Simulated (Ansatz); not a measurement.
C2H5NS: several calculations on one system

Part 1: Relaxation

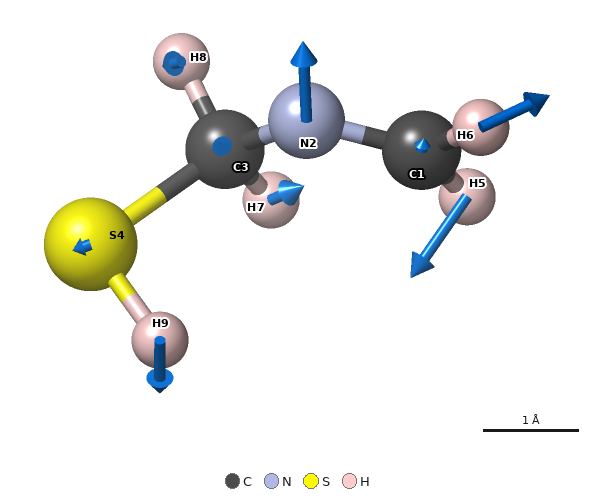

This is a relaxation of C$_{2}$H$_{5}$NS. The starting structure is drawn; blue arrows show the displacements, 10 times their true length. The two geometries are superimposed by the best rigid fit.

The picture is a ball-and-stick view, seen from a free direction.

The run prepares an end point of a later path (torsion) calculation, from a guessed geometry.

All numbers below come from RKS PBE/6-31G* (Ansatz 0.2.0).

The input:
```yaml
crystal:
  periodic: [false, false, false]
  atoms:
    - { symbol: C, position_ang: [-0.25994, 1.48933, 0.04921] }
    - { symbol: "N", position_ang: [-0.37293, 0.43392, -0.61423] }
    - { symbol: C, position_ang: [0.48724, -0.6642, -0.36445] }
    - { symbol: S, position_ang: [-0.50704, -2.15161, 0.02287] }
    - { symbol: H, position_ang: [0.49728, 1.65204, 0.82571] }
    - { symbol: H, position_ang: [-0.93694, 2.30216, -0.16303] }
    - { symbol: H, position_ang: [1.21178, -0.50177, 0.44934] }
    - { symbol: H, position_ang: [1.00871, -0.92415, -1.28782] }
    - { symbol: H, position_ang: [-1.12816, -1.63571, 1.08241] }
basis:
  gaussian: { orbitals: "6-31G*" }
hamiltonian:
  xc: pbe
relax:
  f_tol: 0.015
  max_steps: 40
output:
  orbitals: {}
```

Run as
```bash
ansatz run input.yaml --threads 1 --pin off --max-ram 2048MiB --backend cpu --events-out ev --progress --plain --runs-dir out
```

Question: What happened in the run?

Answer: After 5 accepted moves (6 points after the start) the energy has fallen by 0.093 eV. The largest force component goes from 1.5 to 0.014 eV/Å. The line search rejected the trial step at point 2 of the run. The largest move after the best rigid fit is that of H5, 0.11 Å. By element the largest moves are H 0.11 Å, N 0.09 Å, C 0.02 Å, S 0.02 Å. Among the contacts that change: N2–C3 1.417 → 1.452 Å, S4–H9 1.332 → 1.360 Å, C1–N2 1.252 → 1.279 Å, C1–H6 1.079 → 1.100 Å. Bond angles that change, for instance: C1–N2–C3 120.3° → 116.1°.

Part 2: Relaxation

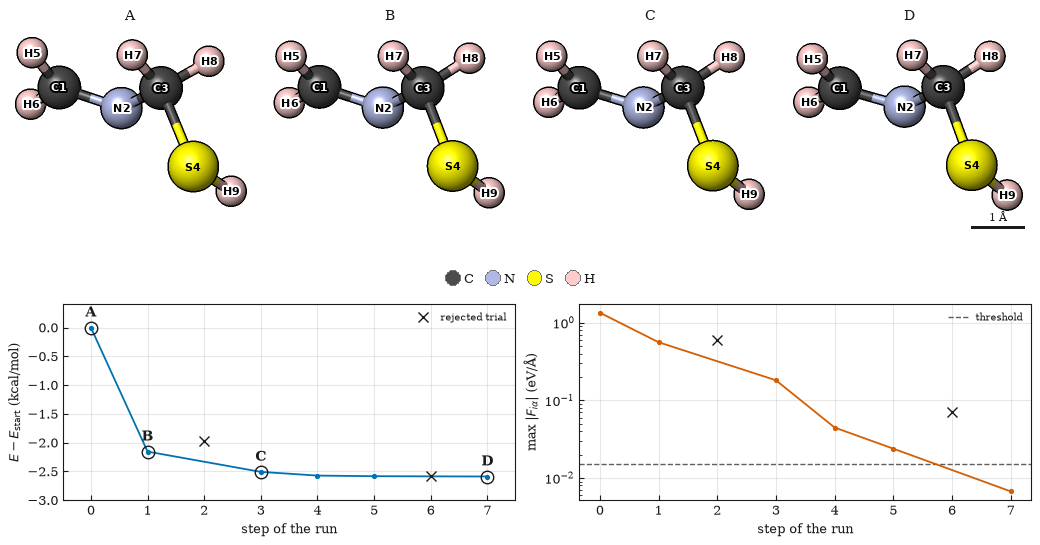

Frames of a relaxation of C$_{2}$H$_{5}$NS, marked on the history of the run. The picture is a ball-and-stick view, seen from a free direction.

The run prepares an end point of a later path (torsion) calculation, from a guessed geometry.

These are results of RKS PBE/6-31G* (Ansatz), not measurements.

Input file:
```yaml
crystal:
  periodic: [false, false, false]
  atoms:
    - { symbol: C, position_ang: [-0.25994, 1.48933, 0.04921] }
    - { symbol: "N", position_ang: [-0.37293, 0.43392, -0.61423] }
    - { symbol: C, position_ang: [0.48724, -0.6642, -0.36445] }
    - { symbol: S, position_ang: [-0.50704, -2.15161, 0.02287] }
    - { symbol: H, position_ang: [0.49728, 1.65204, 0.82571] }
    - { symbol: H, position_ang: [-0.93694, 2.30216, -0.16303] }
    - { symbol: H, position_ang: [1.21178, -0.50177, 0.44934] }
    - { symbol: H, position_ang: [1.00871, -0.92415, -1.28782] }
    - { symbol: H, position_ang: [-1.15257, -2.19849, -1.14146] }
basis:
  gaussian: { orbitals: "6-31G*" }
hamiltonian:
  xc: pbe
relax:
  f_tol: 0.015
  max_steps: 40
```

Launched with:
```bash
ansatz run input.yaml --threads 1 --pin off --max-ram 2048MiB --backend cpu --events-out ev --progress --plain --runs-dir out
```

Describe the path.

Answer. The atom that moves furthest after the best rigid fit is H5 (0.15 Å). Largest moves by element: H 0.15 Å, N 0.11 Å, S 0.06 Å, C 0.05 Å. Some distances before and after: N2–C3 1.417 → 1.451 Å, S4–H9 1.332 → 1.361 Å, C1–N2 1.252 → 1.278 Å, C1–H6 1.079 → 1.100 Å. Bond angles that change, for instance: S4–C3–H8 104.2° → 109.0°, S4–C3–H7 108.7° → 104.8°, C1–N2–C3 120.3° → 116.8°. Over 5 accepted moves (7 points after the start) the energy falls by 2.59 kcal/mol. The largest force component goes from 1.3 to 0.0067 eV/Å. The line search rejected the trial steps at points 2, 6 of the run. The run took 16 s on 1 thread of Intel(R) Xeon(R) Platinum 8488C (Sapphire Rapids), on a shared host, peak memory 0.16 GiB. From step 0 to 1: H5 moves most (0.09 Å), energy −2.15 kcal/mol. From step 1 to 3: H9 moves most (0.03 Å), energy −0.35 kcal/mol. From step 3 to 7: H5 moves most (0.06 Å), energy −0.08 kcal/mol.

```csv
step,"E − E(0), kcal/mol","largest force component, eV/Å",note
0,0.00,1.3451,
1,-2.15,0.5602,
2,-1.97,0.6010,rejected
3,-2.51,0.1813,
4,-2.57,0.0446,
5,-2.58,0.0238,
6,-2.58,0.0698,rejected
7,-2.59,0.0067,
```

Part 3: Path

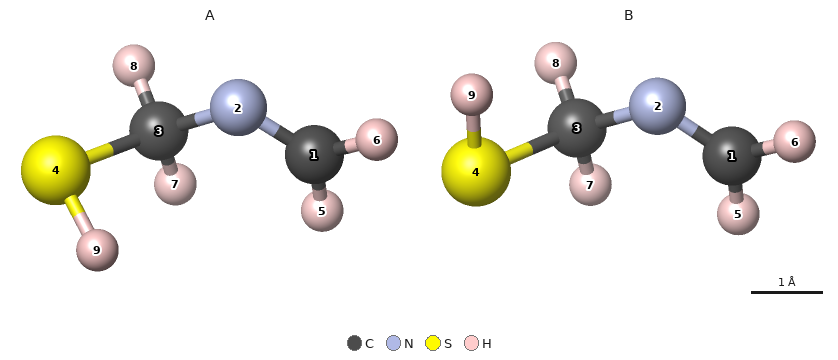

The two relaxed end points of a path for C$_{2}$H$_{5}$NS. Style: ball-and-stick. Shown from a free direction.

The calculation used RKS PBE/6-31G* in Ansatz 0.2.0.

The input:
```yaml
crystal:
  periodic: [false, false, false]
  atoms:
    - { symbol: C, position_ang: [-0.263717, 1.496462, 0.036513] }
    - { symbol: "N", position_ang: [-0.391051, 0.459865, -0.701985] }
    - { symbol: C, position_ang: [0.467904, -0.664875, -0.378604] }
    - { symbol: S, position_ang: [-0.511418, -2.171572, 0.023286] }
    - { symbol: H, position_ang: [0.451446, 1.576228, 0.884154] }
    - { symbol: H, position_ang: [-0.8932, 2.37498, -0.167422] }
    - { symbol: H, position_ang: [1.190972, -0.458997, 0.439574] }
    - { symbol: H, position_ang: [1.032529, -0.94992, -1.28301] }
    - { symbol: H, position_ang: [-1.083465, -1.66216, 1.147505] }
basis:
  gaussian: { orbitals: "6-31G*" }
hamiltonian:
  xc: pbe
neb:
  order_check: false
  images: 7
  f_tol: 0.03
  max_iterations: 60
  initial_path: idpp
  final_atoms:
    - { symbol: C, position_ang: [-0.21041181, 1.57667234, 0.05530254] }
    - { symbol: "N", position_ang: [-0.51131546, 0.42984727, -0.42216407] }
    - { symbol: C, position_ang: [0.44329476, -0.64120185, -0.20415266] }
    - { symbol: S, position_ang: [-0.27555477, -1.97251535, 0.8504776] }
    - { symbol: H, position_ang: [0.72229065, 1.79095194, 0.61919159] }
    - { symbol: H, position_ang: [-0.90870425, 2.41372232, -0.08999698] }
    - { symbol: H, position_ang: [1.36982794, -0.3297686, 0.32533318] }
    - { symbol: H, position_ang: [0.72126806, -1.06804795, -1.18216959] }
    - { symbol: H, position_ang: [-1.35069512, -2.19964911, 0.04818938] }
```

Command:
```bash
ansatz run input.yaml --threads 1 --pin off --max-ram 2048MiB --backend cpu --events-out ev --progress --plain --runs-dir out
```

> What barrier does the band find between them, and by what path?

The highest point, image 3, lies 0.074 eV above the start and 0.087 eV above the end; the end is at −0.013 eV relative to the start. The motion is a rotation about the C3–S4 bond by about 120°. No bond forms or breaks between the ends. Bond angles that change up to the highest image, for instance: S4–C3–H8 103.9° → 106.4°. The band converged in 7 iterations. The largest component of the band force went from 0.89 to 0.026 eV/Å. The climbing image converged on the top of the path. Its vibrational analysis gives one imaginary mode (256i cm⁻¹), as a transition state must have.

Energies of the converged images:

```csv
image,path (Å),E (eV)
0,0.00,0.000
1,0.31,0.017
2,0.62,0.053
3,0.93,0.074
4,1.17,0.062
5,1.40,0.034
6,1.63,0.008
7,1.86,-0.008
8,2.09,-0.013
```

The geometry at the top of the path:

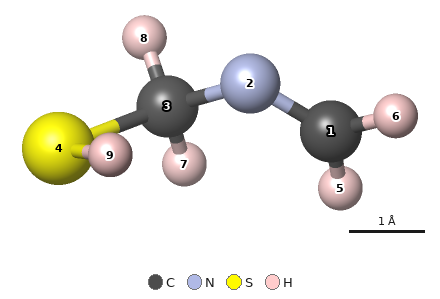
